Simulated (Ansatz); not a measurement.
# Band gap of SnPHO3 (Cc) from density functionals to GW

What gap does each level of theory give for SnPHO3 (Cc), and in what time?

Calculated with Ansatz 0.2.0; density functionals, hybrids and G0W0, plane waves, PAW.

## (1) Starting point

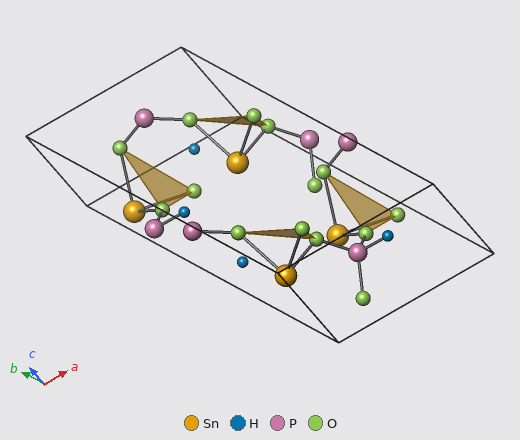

The cell as given, from a free direction (tin orange, hydrogen blue, phosphorus pink, oxygen green). This picture shows the conventional cell, with its axes. Bonds to atoms that aren't drawn are left out. Some periodic images of atoms are drawn too.

Geometry: measured cell, ions relaxed with PBE. The runs that relaxed it are not among those shown.

The logs state that the PAW files were generated under PBE.

## (2) LDA on the 4×4×6 mesh

This step: DFT, LDA, plane waves, PAW; PAW set soft_1.

input.yaml

```yaml
crystal:
  lattice:
    - [3.53785, -6.1734, 0.0]
    - [3.53785, 6.1734, 0.0]
    - [-2.4064519505, 0.0, 4.0161146174]
  atoms:
    - { symbol: Sn, position: [0.0346348397, 0.7576168482, 0.9413116492] }
    - { symbol: Sn, position: [0.7576168482, 0.0346348397, 0.4413116492] }
    - { symbol: H, position: [0.4125363365, 0.3019608886, 0.896928282] }
    - { symbol: H, position: [0.3019608886, 0.4125363365, 0.396928282] }
    - { symbol: P, position: [0.6386177545, 0.3656956079, 0.108934328] }
    - { symbol: P, position: [0.3656956079, 0.6386177545, 0.608934328] }
    - { symbol: O, position: [0.762687513, 0.6070401173, 0.4190579079] }
    - { symbol: O, position: [0.6070401173, 0.762687513, 0.9190579079] }
    - { symbol: O, position: [0.5656347291, 0.1431609431, 0.173991049] }
    - { symbol: O, position: [0.1431609431, 0.5656347291, 0.673991049] }
    - { symbol: O, position: [0.7922713772, 0.3988630448, 0.916646784] }
    - { symbol: O, position: [0.3988630448, 0.7922713772, 0.416646784] }
kpoints:
  mp_grid: { grid: [4, 4, 6] }
  band_path:
    path:
      - [0.0, 0.0, 0.0]
      - [0.0, 0.0, -0.5]
      - [-0.48091929, 0.48091929, -0.5]
      - [0.48091929, 0.51908071, -0.5]
      - [0.5, 0.5, -0.5]
      - [-0.5, 0.5, 0.0]
      - [0.0, 0.5, -0.5]
      - [0.0, 0.5, 0.0]
      - [0.1, 0.1, -0.1]
      - [0.0, 0.0, -0.45]
    npoints: 1
hamiltonian:
  xc: lda
  pseudopotentials: { kind: paw, azcp: { folder: soft_1 }, xc_functional: pbe }
scf:
  occupations: { method: fixed }
  n_extra_bands: 8
output:
  eigenvalues: true
  forces: true
  stress: true
```

The run is started by

```sh
> ansatz run input.yaml --threads 2 --pin off --max-ram 92160MiB --backend cuda --events-out ev --progress --plain --runs-dir out --devices 1 --max-vram 13GiB
```

Numbers of over 12 decimals in the logs are rounded to 6 here.

What it wrote:

```text
scf.n_extra_bands = 8 over 38 filled bands (N_el = 76.0): the run solves 46 bands
GPUs: using 1 of 1 available (devices: 1).
Engine: ansatz 0.2.0, x86_64-unknown-linux-gnu
Pseudopotentials: kind: paw
Pseudopotential: Sn, paw, valence charge 14, recommended cutoff 420 eV (normal), soft_1/Sn.paw.azcp
Pseudopotential: H, paw, valence charge 1, recommended cutoff 420 eV (normal), soft_1/H.paw.azcp
Pseudopotential: P, paw, valence charge 5, recommended cutoff 420 eV (normal), soft_1/P.paw.azcp
Pseudopotential: O, paw, valence charge 6, recommended cutoff 420 eV (normal), soft_1/O.paw.azcp
Functional definition: SPW92
  exchange = slater_x
  correlation = pw_c
device memory: the entry about to start is reckoned to put 2.8 GiB on a device that reports 44.7 GiB free (of which the cap on the GPU budget leaves the run 13.0 GiB)
GPU FFT provider: cuFFT
GPU libraries: cuBLAS 13.8.2, cuFFT 12.4.0, cuSOLVER 12.3.4
Crystal: 12 atoms, lattice volume = 175.428 Å³
Basis set: ecut = 420 eV, 3423 PW (Γ)
Bands: 46, of which v1, the nominal top of the filled ones, is band 38 counted from 1 (37 counted from 0)
Symmetry: 2 space group operations
Space group: Cc (ITA 9), of the structure as read, at distance tolerance 5.6e-5 Å
k-points: 34 of 96 (time reversal used)
Non-local potential: Sn, projectors of the file, l = 0: 2, l = 1: 2, l = 2: 2, l = 3: 1
Non-local potential: H, projectors of the file, l = 0: 2, l = 1: 1
Non-local potential: P, projectors of the file, l = 0: 2, l = 1: 2, l = 2: 1
Non-local potential: O, projectors of the file, l = 0: 2, l = 1: 2, l = 2: 1
PAW form: soft (Blöchl's): semilocal exchange-correlation on the pseudo side does not see the compensation charge
PAW frozen core: Sn, regenerated for the run's functional, and the local potential with it (the file was generated under x = pbe(κ = 0.804, μ = 0.219515), c = pbe(β = 0.066725))
PAW frozen core: P, regenerated for the run's functional, and the local potential with it (the file was generated under x = pbe(κ = 0.804, μ = 0.219515), c = pbe(β = 0.066725))
PAW frozen core: O, regenerated for the run's functional, and the local potential with it (the file was generated under x = pbe(κ = 0.804, μ = 0.219515), c = pbe(β = 0.066725))
PAW one-centre angular grid: Sn, 590 points (default); XC on 64 Gauss nodes
PAW one-centre angular grid: H, 110 points (default); XC on 64 Gauss nodes
PAW one-centre angular grid: P, 110 points (default); XC on 64 Gauss nodes
PAW one-centre angular grid: O, 110 points (default); XC on 64 Gauss nodes
Initial density: superposition of atomic densities (chi_scale 0.1, normalization cell, long waves kept (reshape's long-wave potential 0.29 eV rms))
Initial wavefunctions: pseudopotential atomic-orbital guess
GPU buffer pool allocated for 73728 grid points (all kernels)
GPU transforms: local potential and band sums: pruned to the plane-wave sphere, on 48×48×32
Functional: x = slater, c = lda
SCF iter   1: F=—  HF=-16579.860497 eV  |F-HF|=—  |Δ(HF+E_count)|=         —  Δρ=7.10e-2  dr2=8.07e0  ethr=3.10e-3  ⟨swp⟩=5.1  Hψ=6253  notcnv=0  defer=170
preconditioner: auto → Resta (q_TF=auto, 2.373 Å⁻¹)  ε∞=3.1  [insulator: Δε(μ)=3.812 eV  Ē_g=16.672 eV  n_scr=42 (ndim 8)  ℏωp=24.4 eV  f_vac=0.044  ε∞_Penn≈3.1]
SCF iter   2: F=—  HF=-16577.597982 eV  |F-HF|=—  |Δ(HF+E_count)|=    2.26e0  Δρ=3.38e-2  dr2=1.57e0  ethr=3.10e-3  ⟨swp⟩=3.0  Hψ=3410  notcnv=0  defer=196
SCF iter   3: F=—  HF=-16577.127386 eV  |F-HF|=—  |Δ(HF+E_count)|=   4.71e-1  Δρ=1.36e-2  dr2=2.97e-1  ethr=2.07e-3  ⟨swp⟩=3.9  Hψ=3166  notcnv=0  defer=200
SCF iter   4: F=—  HF=-16577.050131 eV  |F-HF|=—  |Δ(HF+E_count)|=   7.73e-2  Δρ=3.29e-3  dr2=1.67e-2  ethr=3.90e-4  ⟨swp⟩=2.6  Hψ=2603  notcnv=0  defer=204
SCF iter   5: F=—  HF=-16577.048141 eV  |F-HF|=—  |Δ(HF+E_count)|=   1.99e-3  Δρ=1.22e-3  dr2=2.42e-3  ethr=2.19e-5  ⟨swp⟩=3.0  Hψ=2462  notcnv=0  defer=204
SCF iter   6: F=—  HF=-16577.048350 eV  |F-HF|=—  |Δ(HF+E_count)|=   2.09e-4  Δρ=7.83e-4  dr2=9.43e-4  ethr=3.19e-6  ⟨swp⟩=2.8  Hψ=2517  notcnv=0  defer=204
SCF iter   7: F=—  HF=-16577.048235 eV  |F-HF|=—  |Δ(HF+E_count)|=   1.15e-4  Δρ=1.60e-4  dr2=5.15e-5  ethr=1.24e-6  ⟨swp⟩=2.0  Hψ=2114  notcnv=0  defer=200
SCF iter   8: F=—  HF=-16577.048450 eV  |F-HF|=—  |Δ(HF+E_count)|=   2.16e-4  Δρ=4.04e-5  dr2=3.49e-6  ethr=6.77e-8  ⟨swp⟩=2.0  Hψ=2229  notcnv=0  defer=181
SCF iter   9: F=—  HF=-16577.048452 eV  |F-HF|=—  |Δ(HF+E_count)|=   1.90e-6  Δρ=2.63e-5  dr2=9.83e-7  ethr=4.60e-9  ⟨swp⟩=2.1  Hψ=2368  notcnv=0  defer=181
SCF iter  10: F=—  HF=-16577.048452 eV  |F-HF|=—  |Δ(HF+E_count)|=   1.23e-7  Δρ=1.02e-5  dr2=1.56e-7  ethr=1.29e-9  ⟨swp⟩=2.8  Hψ=2461  notcnv=0  defer=178
SCF iter  11: F=-16577.048452 eV  HF=-16577.048452 eV  |F-HF|=1.78e-9  |Δ(HF+E_count)|=   1.22e-8  Δρ=2.23e-6  dr2=9.21e-9  ethr=1.32e-10  ⟨swp⟩=17.4  Hψ=9191  notcnv=0
SCF 1 converged in 11 iterations: F = -16577.048452 eV  dr2 = 9.21e-9
[...]
device memory: the entry about to start is reckoned to put 1.9 GiB on a device that reports 39.0 GiB free (of which the cap on the GPU budget leaves the run 13.0 GiB)
NSCF: frozen V_eff on 10 k-points
SCF converged after 11 iterations
Free energy (F): -16577.048452 eV
Harris-Foulkes:  -16577.048452 eV  (|F-HF|=1.78e-9)
Internal energy: -16577.048452 eV  (E = F + TS)
E sigma→0 (E₀):  -16577.048452 eV
Fermi energy:    4.160101 eV
--- Per-component energies (eV) ---
  E_band       = -487.032090
  E_kinetic    = 1524.612404
  E_local      = -6102.755331  (includes V_loc(G=0)·N_el)
  E_nonlocal   = 689.188373
  E_hartree    = 2593.023638
  E_xc         = -835.244585
  E_vxc        = -851.785906  (∫ρ·V_xc dr)
  E_paw        = -10419.149060  (= ΣΔE_a)
  E_vpaw       = -932.343345  (= ΣTr[D̂ρ^β])
  E_aug_tail   = 0.003271  (compensation charges beyond the density's cutoff)
  E_ewald      = -4028.393175
  E_core_change = 1.666014  (= ΣΔE_core)
  E_smearing   = -0.000000  (= −TS)
  E_closure    = 0.000000  (closes the sum)
  Σ components = -16577.048452   (vs F -16577.048452, Δ=0.00e0)
--- Forces (eV/Å), atoms counted from 1 ---
  atom   1  Sn    -0.30503172    -0.38070835    -0.40528366
  atom   2  Sn    -0.30503172     0.38070835    -0.40528366
  atom   3  H     -0.02905492     0.10844962    -0.06702926
  atom   4  H     -0.02905492    -0.10844962    -0.06702926
  atom   5  P      0.22808342    -0.41960798     0.32532894
  atom   6  P      0.22808342     0.41960798     0.32532894
  atom   7  O     -0.14053409    -0.33511153    -0.14494941
  atom   8  O     -0.14053409     0.33511153    -0.14494941
  atom   9  O      0.32605391     0.00509241     0.05293377
  atom  10  O      0.32605391    -0.00509241     0.05293377
  atom  11  O     -0.07951773     0.29087309     0.23900152
  atom  12  O     -0.07951773    -0.29087309     0.23900152
  max |Σ_I F_I| component: 3.80e-6 eV/Å
--- Stress (GPa, compression-positive) ---
       -4.370107      -0.000000      -0.096666
       -0.000000      -4.403672      -0.000000
       -0.096667      -0.000000      -3.923525
  P = ⅓ Tr σ = -4.2324 GPa (-42.324 kbar)
--- Band table (eV; the first three rows and the last of 34) ---
  k-point 0: bands = [... 34 lower, 2.4971, 2.5368, 3.3962, 4.1601, 7.8247, 9.0764, 9.1447, 9.3361, ... 4 higher]
  k-point 1: bands = [... 34 lower, 2.4444, 2.6516, 3.2941, 4.0144, 7.8674, 8.8220, 9.0387, 9.6629, ... 4 higher]
  k-point 2: bands = [... 34 lower, 2.5106, 2.9147, 3.1210, 3.7327, 7.7241, 8.1015, 9.2489, 9.6249, ... 4 higher]
  k-point 33: bands = [... 34 lower, 2.8355, 2.8355, 3.3940, 3.3940, 7.6978, 7.6978, 9.0400, 9.0400, ... 4 higher]
```

Elapsed: 13 s, on 1 × NVIDIA H100 80GB HBM3 (shared by 6 runs) with 2 threads of AMD EPYC 7R13 (Zen 3), shared host; peak memory 0.96 GiB; 13 s of CPU time.

The column dr2 measures how far the density is from self-consistency, as an energy; F and HF (Harris–Foulkes) agree once it is small.

Numbers from this step:

| Item | Value |
| --- | --- |
| pressure | -4.232 GPa |
| gap | 3.461 eV |
| valence top at | k = (0.100, 0.100, -0.100) |
| conduction bottom at | k = (0.000, 0.000, -0.450) |
| least direct gap | 3.665 eV |

Over mesh and listed points the gap is 3.461 eV, from k = (0.100, 0.100, -0.100) to k = (0.000, 0.000, -0.450). The least direct gap found is 3.665 eV, at k = Γ. On the 4×4×6 mesh alone the same run gives 3.485 eV, so that mesh misses an edge of LDA: 3.485 − 3.461 = +0.024 eV. The pressure in this cell is -4 GPa; the cell is kept.

## (3) PBEsol on the 4×4×6 mesh

This step: DFT, PBEsol, plane waves, PAW; PAW set soft_1.

Changes to input.yaml since step 2:

```diff
@@ -34,3 +34,3 @@
 hamiltonian:
-  xc: lda
+  xc: pbesol
   pseudopotentials: { kind: paw, azcp: { folder: soft_1 }, xc_functional: pbe }
```

What it wrote:

```text
[...]
GPUs: using 1 of 1 available (devices: 1).
[...]
GPU FFT provider: cuFFT
GPU libraries: cuBLAS 13.8.2, cuFFT 12.4.0, cuSOLVER 12.3.4
Crystal: 12 atoms, lattice volume = 175.428 Å³
Basis set: ecut = 420 eV, 3423 PW (Γ), exchange–correlation on 96×96×64 points (8 copies of the dense FFT grid, shifted against one another)
Bands: 46, of which v1, the nominal top of the filled ones, is band 38 counted from 1 (37 counted from 0)
Symmetry: 2 space group operations
[...]
k-points: 34 of 96 (time reversal used)
[...]
GPU buffer pool allocated for 73728 grid points (all kernels)
[...]
SCF iter   1: F=—  HF=-16781.933543 eV  |F-HF|=—  |Δ(HF+E_count)|=         —  Δρ=7.20e-2  dr2=8.22e0  ethr=3.10e-3  ⟨swp⟩=5.1  Hψ=6242  notcnv=0  defer=170
[...]
atom   7  O     -0.03048628    -0.11917084     0.02507041
  atom   8  O     -0.03048628     0.11917084     0.02507041
  atom   9  O      0.07137634    -0.06503168     0.04041623
  atom  10  O      0.07137634     0.06503168     0.04041623
  atom  11  O      0.03486373     0.09473557     0.06406941
  atom  12  O      0.03486373    -0.09473557     0.06406941
  max |Σ_I F_I| component: 3.32e-5 eV/Å
--- Stress (GPa, compression-positive) ---
       -0.987403      -0.000000      -0.291814
       -0.000000      -1.402081      -0.000000
       -0.291815      -0.000000      -0.859725
  P = ⅓ Tr σ = -1.0831 GPa (-10.831 kbar)
--- Band table (eV; the first three rows and the last of 34) ---
  k-point 0: bands = [... 34 lower, 2.7125, 2.7749, 3.6251, 4.4313, 8.1225, 9.3652, 9.4454, 9.6400, ... 4 higher]
  k-point 1: bands = [... 34 lower, 2.6625, 2.8911, 3.5288, 4.2825, 8.1608, 9.1202, 9.3363, 9.9683, ... 4 higher]
  k-point 2: bands = [... 34 lower, 2.7480, 3.1526, 3.3690, 3.9928, 8.0169, 8.4010, 9.5600, 9.9463, ... 4 higher]
  k-point 33: bands = [... 34 lower, 3.0644, 3.0644, 3.6505, 3.6505, 8.0024, 8.0024, 9.3474, 9.3474, ... 4 higher]
[key lines of the parts left out:]
SCF converged after 11 iterations
Free energy (F): -16779.362200 eV
Fermi energy:    4.431343 eV
```

Run time: 10 s. Hardware: 1 × NVIDIA H100 80GB HBM3 (shared by 6 runs) with 2 threads; peak memory 0.96 GiB; 12 s of CPU time.

Numbers from this step:

```yaml
pressure: -1.083 GPa
gap: 3.489 eV
valence_top_at: k = (0.100, 0.100, -0.100)
conduction_bottom_at: k = (0.000, 0.000, -0.450)
least_direct_gap: 3.691 eV
```

Over mesh and listed points the gap is 3.489 eV, from k = (0.100, 0.100, -0.100) to k = (0.000, 0.000, -0.450). The least direct gap found is 3.691 eV, at k = Γ. On the 4×4×6 mesh alone the same run gives 3.512 eV, so that mesh misses an edge of PBEsol: 3.512 − 3.489 = +0.023 eV. PBEsol against LDA: 3.489 − 3.461 = +0.028 eV, with the same mesh, files and cutoff, and both edges at the same k points.

## (4) PBE on the 4×4×6 mesh

Levels along a band path and on the mesh show where this functional puts the band edges.

This step: DFT, PBE, plane waves, PAW; PAW set soft_1.

Changes to input.yaml since step 3:

```diff
@@ -22,18 +22,11 @@
     path:
-      - [0.0, 0.0, 0.0]
-      - [0.0, 0.0, -0.5]
-      - [-0.48091929, 0.48091929, -0.5]
-      - [0.48091929, 0.51908071, -0.5]
-      - [0.5, 0.5, -0.5]
-      - [-0.5, 0.5, 0.0]
-      - [0.0, 0.5, -0.5]
-      - [0.0, 0.5, 0.0]
-      - [0.1, 0.1, -0.1]
-      - [0.0, 0.0, -0.45]
-    npoints: 1
+      - [[0.0, 0.0, 0.0], [0.0, 0.0, -0.5], [-0.48091929, 0.48091929, -0.5]]
+      - [[0.48091929, 0.51908071, -0.5], [0.5, 0.5, -0.5], [0.0, 0.0, 0.0], [-0.5, 0.5, 0.0]]
+      - [[0.0, 0.5, -0.5], [0.0, 0.0, 0.0], [0.0, 0.5, 0.0]]
+    npoints: 10
 hamiltonian:
-  xc: pbesol
-  pseudopotentials: { kind: paw, azcp: { folder: soft_1 }, xc_functional: pbe }
+  xc: pbe
+  pseudopotentials: { kind: paw, azcp: { folder: soft_1 } }
 scf:
-  occupations: { method: fixed }
+  occupations: { method: fermi_dirac, width: 0.02 }
   n_extra_bands: 8
@@ -43 +36,5 @@
   stress: true
+  write_density: true
+  write_potential: true
+  elf: true
+  volumetric_format: npy
```

What it wrote:

```text
[...]
GPUs: using 1 of 1 available (devices: 1).
[...]
GPU FFT provider: cuFFT
GPU libraries: cuBLAS 13.8.2, cuFFT 12.4.0, cuSOLVER 12.3.4
Crystal: 12 atoms, lattice volume = 175.428 Å³
Basis set: ecut = 420 eV, 3423 PW (Γ), exchange–correlation on 96×96×64 points (8 copies of the dense FFT grid, shifted against one another)
[...]
k-point 0: bands = [... 34 lower, 2.7981, 2.8928, 3.7138, 4.5507, 8.3247, 9.5651, 9.6374, 9.8447, ... 4 higher]
  k-point 1: bands = [... 34 lower, 2.7536, 3.0101, 3.6243, 4.4017, 8.3630, 9.3163, 9.5383, 10.1718, ... 4 higher]
  k-point 2: bands = [... 34 lower, 2.8663, 3.2672, 3.4803, 4.1099, 8.2209, 8.6018, 9.7659, 10.1503, ... 4 higher]
  k-point 33: bands = [... 34 lower, 3.1685, 3.1685, 3.7710, 3.7710, 8.2018, 8.2018, 9.5548, 9.5548, ... 4 higher]
[key lines of the parts left out:]
SCF converged after 11 iterations
Free energy (F): -16999.569076 eV
Fermi energy:    6.336082 eV
P = ⅓ Tr σ = 1.8276 GPa (18.276 kbar)
```

Elapsed: 11 s, on 1 × NVIDIA H100 80GB HBM3 (shared by 6 runs) with 2 threads; peak memory 1.1 GiB.

This step gave:

```
pressure             : 1.828 GPa
gap                  : 3.573 eV
valence top at       : k = (0.100, 0.100, -0.100)
conduction bottom at : k = (0.000, 0.000, -0.450)
least direct gap     : 3.774 eV
```

Over mesh and path the gap is 3.573 eV, from k = (0.100, 0.100, -0.100) to k = (0.000, 0.000, -0.450). The least direct gap found is 3.774 eV, at k = Γ. On the 4×4×6 mesh alone the same run gives 3.596 eV, so that mesh misses an edge of PBE: 3.596 − 3.573 = +0.023 eV. PBE against PBEsol: 3.573 − 3.489 = +0.084 eV, with the same mesh, files and cutoff, and both edges at the same k points.

## (5) PBE+SOC on the 4×4×6 mesh

This run has two-component orbitals with spin-orbit coupling.

This step: DFT, PBE with spin-orbit coupling, plane waves, PAW; PAW set soft_1.

input.yaml, the sections that differ from step 4:

```yaml
kpoints:
  mp_grid: { grid: [4, 4, 6] }
  band_path:
    path:
      - [0.0, 0.0, 0.0]
      - [0.0, 0.0, -0.5]
      - [-0.48091929, 0.48091929, -0.5]
      - [0.48091929, 0.51908071, -0.5]
      - [0.5, 0.5, -0.5]
      - [-0.5, 0.5, 0.0]
      - [0.0, 0.5, -0.5]
      - [0.0, 0.5, 0.0]
      - [0.1, 0.1, -0.1]
      - [0.0, 0.0, -0.45]
    npoints: 1
hamiltonian:
  xc: pbe
  pseudopotentials: { kind: paw_fr, azcp: { folder: soft_1 } }
scf:
  occupations: { method: fixed }
  n_extra_bands: 16
magnetization:
  noncollinear: true
  spin_orbit: true
# crystal, output: as in step 4
```

What it wrote:

```text
[...]
GPUs: using 1 of 1 available (devices: 1).
[...]
non-collinear run that drives no moment, with spin-orbit: no starting moment large enough to seed its density (crystal.atoms[].spin), no starting occupations that ask for one, no magnetisation constraint and no magnetic field, so the semilocal B_xc is pinned to zero
[...]
k-point 0: bands = [... 72 lower, 3.7120, 3.7120, 4.5498, 4.5498, 8.3022, 8.3022, 9.4249, 9.4249, ... 12 higher]
  k-point 1: bands = [... 72 lower, 3.6217, 3.6239, 4.3965, 4.4051, 8.3145, 8.3617, 9.2087, 9.2877, ... 12 higher]
  k-point 2: bands = [... 72 lower, 3.4792, 3.4804, 4.1037, 4.1143, 8.1660, 8.2257, 8.5757, 8.5864, ... 12 higher]
  k-point 33: bands = [... 72 lower, 3.7620, 3.7620, 3.7785, 3.7785, 8.1625, 8.1625, 8.2037, 8.2037, ... 12 higher]
[key lines of the parts left out:]
SCF converged after 10 iterations
Magnetization: |M| = 0.0000 μB,  M = (+0.0000, +0.0000, +0.0000) μB
Free energy (F): -17003.826042 eV
Fermi energy:    4.549765 eV
P = ⅓ Tr σ = 1.8069 GPa (18.069 kbar)
```

Wall time 10 s (1 × NVIDIA H100 80GB HBM3 (shared by 6 runs) with 2 threads); peak memory 1.4 GiB; 12 s of CPU time.

This step gave:

- pressure: 1.807 GPa
- gap: 3.534 eV
- valence top at: k = (0.100, 0.100, -0.100)
- conduction bottom at: k = (0.000, 0.000, -0.450)
- least direct gap: 3.752 eV

Over mesh and listed points the gap is 3.534 eV, from k = (0.100, 0.100, -0.100) to k = (0.000, 0.000, -0.450). The least direct gap found is 3.752 eV, at k = Γ. On the 4×4×6 mesh alone the same run gives 3.565 eV, so that mesh misses an edge of PBE+SOC: 3.565 − 3.534 = +0.031 eV. PBE+SOC against PBE: 3.534 − 3.573 = −0.039 eV, with the same mesh, set of files (read in its fully relativistic form for the spin-orbit run) and cutoff, and both edges at the same k points. The spin-orbit run sees mesh and listed points alone, so its gap is an upper bound: the coupling can move an edge off these points, the more so as this crystal has no centre of inversion, and the change over the zone, its sign included where it is small, is not known.

(Part 1 of 3 ends here.)

[Paths, hosts, dates, memory and timing lines, banners, echoed tables and standing remarks are left out of the program output.]

[Logs are printed without paths, hosts, clocks, repeated set-up lines and the standing remarks that a program may print on its own settings, such as how far it seeks lower states.]

[Runs of the session that timed out or met a known fault of the program may be left out.]

[Cells called generated may have been cut or substituted from an entry of the Crystallography Open Database or the Materials Project.]

[Hosts, paths, dates, database ids (printed as entryN), source tags and the programs' standing remarks are cut or masked in the printed files.]

[Where an RPA ε∞ is given, it is that of the G0W0 mesh and is not shown converged in it. Names of k-points follow the symmetry that the program found, which can be lower than the space group named. Band edges on a path are those of the sampled points; other points can move an edge, and change direct to indirect where valleys lie close.]

[Hybrid gaps are those of their k-mesh and are not shown converged in it.]
